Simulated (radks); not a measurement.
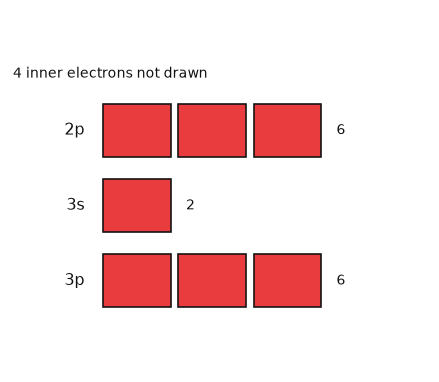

Fig. 1: The outer shells as the input fills them: a box for each of the 2l + 1 orbitals, shaded by the share of the shell that is filled, with the electron count at the right.

**Run report: Cl⁻, atomic calculation**

Cl⁻ (Z = 17, 18 electrons) in the configuration [Ar]. A Watson sphere of charge 1 and radius 1.98 bohr holds the anion. Computed at this level: scalar-relativistic Kohn-Sham, LDA (Slater exchange, Perdew-Wang correlation), spin-polarised, spherical densities, point nucleus (the in-house radial solver radks).

## Key numbers

- outcome: converged
- total energy (with the Watson sphere's term): −469.007109 hartree
- kinetic energy: 462.960389 hartree
- electron–nucleus energy (with the Watson sphere's term): −1117.4259 hartree
- Hartree energy: 212.663985 hartree
- exchange–correlation energy: −27.205586 hartree
- radius at density 0.001 e/bohr³: 4.01 bohr
- SCF iterations: 13
- hardware: 1 CPU thread, shared host

## Notes

The sphere shifts the levels inside it by its charge over its radius, about 14 eV.

## Input
```
Z 17
configuration [Ar]
relativity scalar-relativistic
functional lda,pw
spin polarised
nucleus point
c 137.035999084
watson charge 1 radius 1.98 bohr
response adiabatic LDA kernel
```

Energies in input and log are in hartree, lengths in bohr.

## The program's output
```
1s      1   1.0000        -100.67294955
2s      1   1.0000          -9.18211522
2p      1   3.0000          -6.97106183
3s      1   1.0000          -0.76968869
3p      1   3.0000          -0.33721001
1s      2   1.0000        -100.67294955
2s      2   1.0000          -9.18211522
2p      2   3.0000          -6.97106183
3s      2   1.0000          -0.76968869
3p      2   3.0000          -0.33721001
Etot -469.00710926160326
Ekin 462.96038880973964
Encl -1117.4258965504052
Eh 212.66398489253203
Exc -27.205586413469746
err 3.317165124404927e-09
it 13
```

## Orbitals

```
orbital  occupation  energy (eV)  ⟨r⟩ (bohr)  outer maximum (bohr)
  1s up           1      −2739.5     0.09121                0.0596
1s down           1      −2739.5     0.09121                0.0596
  2s up           1     −249.858      0.4464                 0.363
2s down           1     −249.858      0.4464                 0.363
  2p up           3     −189.692      0.4083                 0.302
2p down           3     −189.692      0.4083                 0.302
  3s up           1      −20.944       1.560                  1.30
3s down           1      −20.944       1.560                  1.30
  3p up           3       −9.176       1.870                  1.46
3p down           3       −9.176       1.870                  1.46
```

## Slater integrals of the outer shells (hartree)

| integral | value |
| --- | --- |
| F0(3p,3p) | 0.4862 |
| F2(3p,3p) | 0.2398 |
| F0(3p,3s) | 0.5272 |
| G1(3p,3s) | 0.3420 |
| F0(3p,2p) | 0.6735 |
| F2(3p,2p) | 0.1050 |
| G0(3p,2p) | 0.0409 |
| G2(3p,2p) | 0.0407 |

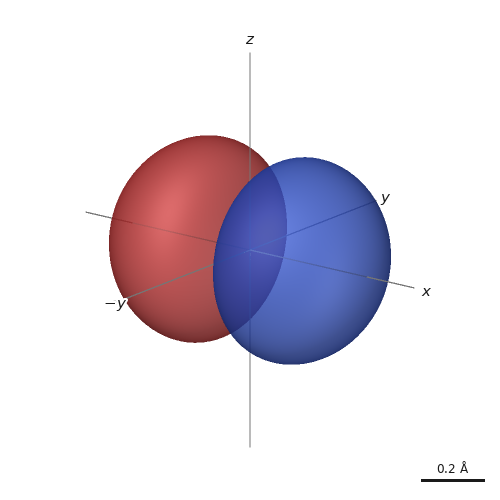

Fig. 2: One occupied orbital is shown. The surface of constant |ψ| that holds about 95 % of the electron is drawn, blue where ψ is positive and red where it is negative. The radial function comes from the spherical calculation and is multiplied by a real spherical harmonic; the overall sign is chosen so that the largest lobe of P(r) is positive; at the scalar-relativistic level it is the large component. It is 2p(x). It has the nodal plane yz and no radial node. The maximum of P² lies at 0.302 bohr, ⟨r⟩ = 0.408 bohr, 90 % of the charge lies within 0.679 bohr, and the eigenvalue is −189.7 eV, with 6 electrons in the shell.

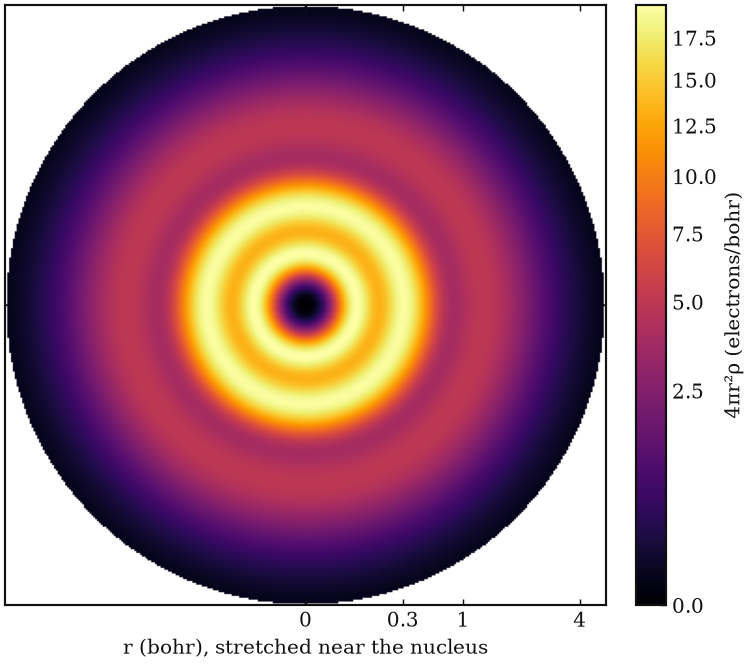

Fig. 3: The radial density 4πr²ρ as a disc about the nucleus, with the radius drawn as r to the power 0.4. There are 3 maxima, at r = 0.0622, 0.313 and 1.37 bohr, parted by minima at 0.151 and 0.878 bohr, inside which lie 2.2 and 10.3 electrons.

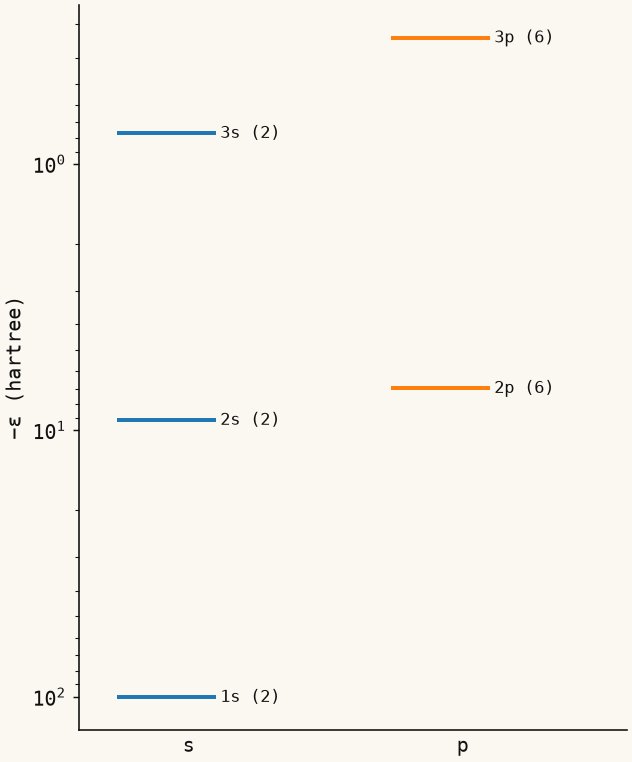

Fig. 4: All occupied levels, on a logarithmic scale of binding energy, are drawn by angular momentum (occupations in brackets). The highest occupied level is 3p at −0.337 hartree. The highest 3 occupied levels, from the top down, are 3p (−0.337 hartree), 3s (−0.770 hartree), 2p (−6.97 hartree).

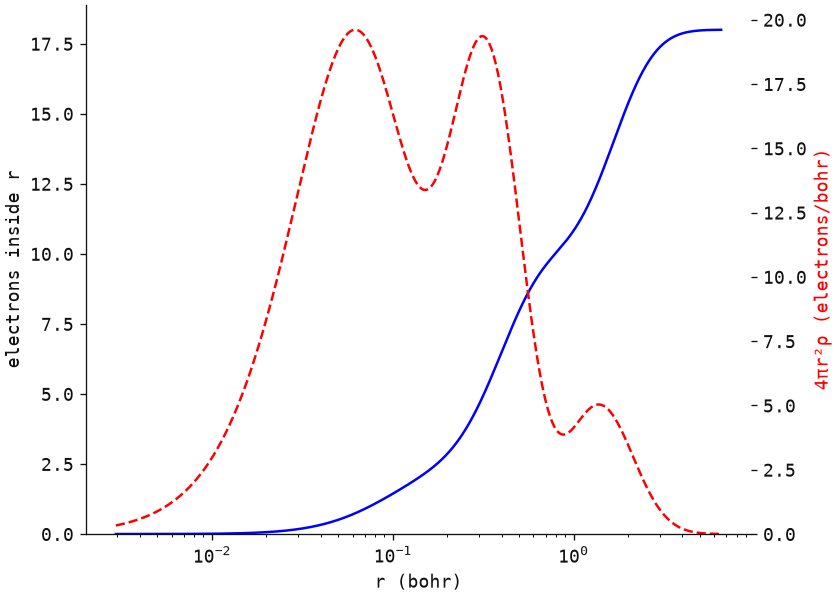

Fig. 5: The number of electrons inside radius r (solid) and the radial density 4πr²ρ (dashed). The count levels off at 18 electrons. Half of them lie within 0.607 bohr, 90 % within 2.28 bohr and 99 % within 3.79 bohr. The radial density has minima at 0.151 and 0.878 bohr, where the count stands at 2.2 and 10.3; these part the shells that the density resolves.
